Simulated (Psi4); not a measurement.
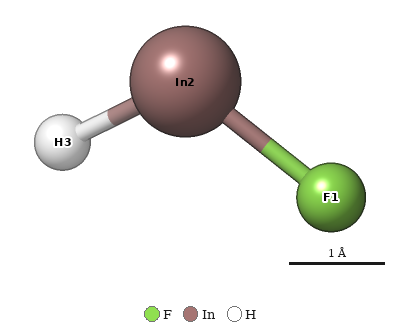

Figure 1. The structure as given in the input (ball-and-stick view, seen at a tilt; atoms are numbered from 1 in the order of the input). Sticks mark near contacts. Bond lengths as drawn: F–In 1.97 Å and H–In 1.78 Å.

Single-point calculation of InHF (part 1 of 2)

System: InHF, multiplicity 2.
Method: SCS-OMP2/def2-SV(P), UHF, core potentials def2 (Psi4 1.11).

The geometry comes from this level: PBE0-D4/def2-TZVP.

Input (fhin.py)
```python
import psi4

psi4.set_memory(1600000000)
psi4.set_num_threads(1)
psi4.set_output_file('run.log', False)

with open('fhin.xyz') as f:
    atoms = ''.join(f.readlines()[2:])
m = psi4.geometry('0 2\n' + atoms + 'no_reorient\nno_com')

psi4.set_options({
    'basis': 'def2-SV(P)',
    'reference': 'uhf',
    'scf_type': 'pk',
    'mp2_type': 'conv',
})

e, wfn = psi4.energy("scs-omp2", molecule=m, return_wfn=True)
print(f'total energy {e:.8f} hartree = {e * 27.211386:.5f} eV')
```

File fhin.xyz
```
3
FHIn
F      1.088400     0.989500     0.694300
In    -0.522500     0.355100    -0.244800
H     -0.576900    -1.409400    -0.462800
```

Machine: 1 thread of Intel Xeon (Granite Rapids), 128 GiB of memory available, shared host.

Command:
```bash
python fhin.py
```

Output
```
h
    h
    h

    -----------------------------------------------------------------------

    Memory:     1.5 GiB
    Threads:    1
                ecpint, einsums, f̶o̶r̶t̶e̶, gauxc, gcp, g̶d̶m̶a̶, geometric, g̶p̶u̶_̶d̶f̶c̶c̶,
                i̶n̶t̶e̶g̶r̶a̶t̶o̶r̶x̶x̶, i̶p̶i̶, libefp, m̶d̶i̶, m̶p̶2̶d̶, m̶r̶c̶c̶, ooo,
                o̶p̶e̶n̶f̶e̶r̶m̶i̶o̶n̶p̶s̶i̶4̶, pcmsolver, p̶s̶i̶4̶f̶o̶c̶k̶c̶i̶, p̶s̶i̶x̶a̶s̶,
                p̶y̶e̶i̶n̶s̶u̶m̶s̶, r̶e̶s̶p̶, s̶i̶m̶i̶n̶t̶, s̶n̶s̶m̶p̶2̶,
                v̶2̶r̶d̶m̶_̶c̶a̶s̶s̶c̶f̶

   => Loading Basis Set <=

    Name: DEF2-SV(P)
    Role: ORBITAL
    Keyword: BASIS

    !!!  WARNING: ECP capability is in beta. Please check occupations closely.  !!!

         ---------------------------------------------------------
                                   SCF
                              UHF Reference
                        1 Threads,   1525 MiB Core
         ---------------------------------------------------------

  ==> Geometry <==

    Molecular point group: c1
    Full point group: C1

    Geometry (in Angstrom), charge = 0, multiplicity = 2:

       Center              X                  Y                   Z               Mass
    ------------   -----------------  -----------------  -----------------  -----------------
         F            1.088400000000     0.989500000000     0.694300000000    18.998403162730
         IN          -0.522500000000     0.355100000000    -0.244800000000   114.903878776000
         H           -0.576900000000    -1.409400000000    -0.462800000000     1.007825032230

  Running in c1 symmetry.

  Rotational constants: A =      0.47737  B =      0.23997  C =      0.15969 [cm^-1]
  Rotational constants: A =  14311.07028  B =   7194.09230  C =   4787.46256 [MHz]
  Nuclear repulsion =   58.542473673905178

  Charge       = 0
  Multiplicity = 2
  Electrons    = 31
  Nalpha       = 16
  Nbeta        = 15

  ==> Algorithm <==

  SCF Algorithm Type is PK.
  DIIS enabled.
  MOM disabled.
  Fractional occupation disabled.
  Guess Type is SAD.
  Energy threshold   = 1.00e-08
  Density threshold  = 1.00e-08
  Integral threshold = 1.00e-12

  ==> Primary Basis <==

  Basis Set: DEF2-SV(P)
    Blend: DEF2-SV(P)
    Number of shells: 18
    Number of basis functions: 42
    Number of Cartesian functions: 45
    Spherical Harmonics?: true
    Max angular momentum: 2

  Core potential: DEF2-SV(P)
    Number of shells: 4
    Number of ECP primitives: 18
    Number of ECP core electrons: 28
    Max angular momentum: 3

  ==> Integral Setup <==

  Using in-core PK algorithm.
   Calculation information:
      Number of atoms:                   3
      Number of AO shells:              18
      Number of primitives:             39
      Number of atomic orbitals:        45
      Number of basis functions:        42

      Integral cutoff                 1.00e-12
      Number of threads:                 1

  Performing in-core PK
  Using 816312 doubles for integral storage.
  We computed 14650 shell quartets total.
  Whereas there are 14706 unique shell quartets.

  ==> DiskJK: Disk-Based J/K Matrices <==

    J tasked:                  Yes
    K tasked:                  Yes
    wK tasked:                  No
    Memory [MiB]:             1144
    Schwarz Cutoff:          1E-12

  Minimum eigenvalue in the overlap matrix is 3.6271506649E-02.
  Reciprocal condition number of the overlap matrix is 1.0755091359E-02.
    Using symmetric orthogonalization.

  ==> Pre-Iterations <==

  SCF Guess: Superposition of Atomic Densities via on-the-fly atomic UHF (no occupation information).

   -------------------------
    Irrep   Nso     Nmo
   -------------------------
     A         42      42
   -------------------------
    Total      42      42
   -------------------------

  ==> Iterations <==

                        Total Energy        Delta E     RMS |[F,P]|

   @UHF iter SAD:  -287.48271266165733   -2.87483e+02   0.00000e+00
   @UHF iter   1:  -289.05865570855849   -1.57594e+00   1.03789e-02 ADIIS/DIIS
   @UHF iter   2:  -289.10618332999331   -4.75276e-02   7.62310e-03 ADIIS/DIIS
   @UHF iter   3:  -289.13807568936511   -3.18924e-02   6.70750e-04 ADIIS/DIIS
   @UHF iter   4:  -289.13915782941962   -1.08214e-03   3.11374e-04 ADIIS/DIIS
   @UHF iter   5:  -289.13955210449075   -3.94275e-04   1.27280e-04 ADIIS/DIIS
   @UHF iter   6:  -289.13964465700116   -9.25525e-05   6.51978e-05 DIIS
   @UHF iter   7:  -289.13967900240573   -3.43454e-05   2.90860e-05 DIIS
   @UHF iter   8:  -289.13968756184960   -8.55944e-06   9.01630e-06 DIIS
   @UHF iter   9:  -289.13968814985151   -5.88002e-07   3.47108e-06 DIIS
   @UHF iter  10:  -289.13968820973639   -5.98849e-08   1.16518e-06 DIIS
   @UHF iter  11:  -289.13968821492131   -5.18492e-09   4.49423e-07 DIIS
   @UHF iter  12:  -289.13968821570876   -7.87452e-10   1.50374e-07 DIIS
   @UHF iter  13:  -289.13968821581125   -1.02489e-10   4.16050e-08 DIIS
   @UHF iter  14:  -289.13968821581898   -7.73070e-12   1.15767e-08 DIIS
   @UHF iter  15:  -289.13968821581955   -5.68434e-13   4.33568e-09 DIIS
  Energy and wave function converged.

  ==> Post-Iterations <==

   @Spin Contamination Metric:   2.029135887E-02
   @S^2 Expected:                7.500000000E-01
   @S^2 Observed:                7.702913589E-01
   @S   Expected:                5.000000000E-01
   @S   Observed:                5.000000000E-01

    Orbital Energies [Eh]
    ---------------------

    Alpha Occupied:

       1A    -26.181062     2A     -5.407621     3A     -3.666704
       4A     -3.661688     5A     -3.657715     6A     -1.433973
       7A     -1.054317     8A     -1.050382     9A     -1.048231
      10A     -1.046140    11A     -1.041245    12A     -0.599786
      13A     -0.554462    14A     -0.544619    15A     -0.499479
      16A     -0.328898

    Alpha Virtual:

      17A      0.015080    18A      0.095138    19A      0.135348
      20A      0.247249    21A      0.283281    22A      0.283414
      23A      0.370134    24A      0.452624    25A      0.482433
      26A      0.514871    27A      0.569556    28A      0.622912
      29A      0.875300    30A      1.606858    31A      1.619209
      32A      1.622523    33A      2.043232    34A      3.555405
      35A      3.556436    36A      3.566165    37A      3.567942
      38A      3.613359    39A     16.344730    40A     16.460126
      41A     16.861626    42A     61.656876

    Beta Occupied:

       1A    -26.178050     2A     -5.403076     3A     -3.664622
       4A     -3.657504     5A     -3.656176     6A     -1.425457
       7A     -1.048837     8A     -1.046704     9A     -1.045416
      10A     -1.041013    11A     -1.036573    12A     -0.575201
      13A     -0.543261    14A     -0.539682    15A     -0.438431

    Beta Virtual:

      16A      0.001458    17A      0.037498    18A      0.109996
      19A      0.164206    20A      0.266965    21A      0.299245
      22A      0.333059    23A      0.390848    24A      0.479995
      25A      0.513509    26A      0.527583    27A      0.595810
      28A      0.647401    29A      0.921365    30A      1.610459
      31A      1.620797    32A      1.628874    33A      2.051842
      34A      3.557276    35A      3.557802    36A      3.570158
      37A      3.574296    38A      3.618919    39A     16.348746
      40A     16.469484    41A     16.864311    42A     61.658044

    Final Occupation by Irrep:
              A
    DOCC [    15 ]
    SOCC [     1 ]
    NA   [    16 ]
    NB   [    15 ]

  @UHF Final Energy:  -289.13968821581955

   => Energetics <=

    Nuclear Repulsion Energy =             58.5424736739051781
    One-Electron Energy =                -592.2879971304269020
    Two-Electron Energy =                 244.6058352407021914
    Total Energy =                       -289.1396882158195467

  UHF NO Occupations:
  HONO-2 :   14  A 1.9995965
  HONO-1 :   15  A 1.9906021
  HONO-0 :   16  A 1.0000000
  LUNO+0 :   17  A 0.0093979
  LUNO+1 :   18  A 0.0004035
  LUNO+2 :   19  A 0.0002381
  LUNO+3 :   20  A 0.0001072

Computation Completed

Properties will be evaluated at   0.000000,   0.000000,   0.000000 [a0]

Properties computed using the SCF density matrix

 Multipole Moments:

 ------------------------------------------------------------------------------------
     Multipole            Electronic (a.u.)      Nuclear  (a.u.)        Total (a.u.)
 ------------------------------------------------------------------------------------

 L = 1.  Multiply by 2.5417464519 to convert [e a0] to [Debye]
 Dipole X            :          2.1833266           -3.3142017           -1.1308750
 Dipole Y            :        -28.4318848           28.2574527           -0.1744321
 Dipole Z            :         -1.8493697            1.2190623           -0.6303073
 Magnitude           :                                                    1.3063660

 ------------------------------------------------------------------------------------

	total time  =          1 seconds =       0.02 minutes
 MINTS: Wrapper to libmints.

   Calculation information:
      Number of threads:                 1
      Number of atoms:                   3
      Number of AO shells:              18
      Number of SO shells:              18
      Number of primitives:             39
      Number of atomic orbitals:        45
      Number of basis functions:        42

      Number of irreps:                  1
      Integral cutoff                 1.00e-12
      Number of functions per irrep: [  42 ]

 OEINTS: Overlap, kinetic, potential, dipole, and quadrupole integrals
         stored in file 35.

      Computing two-electron integrals...done
      Computed 347242 non-zero two-electron integrals.
        Stored in file 33.
```
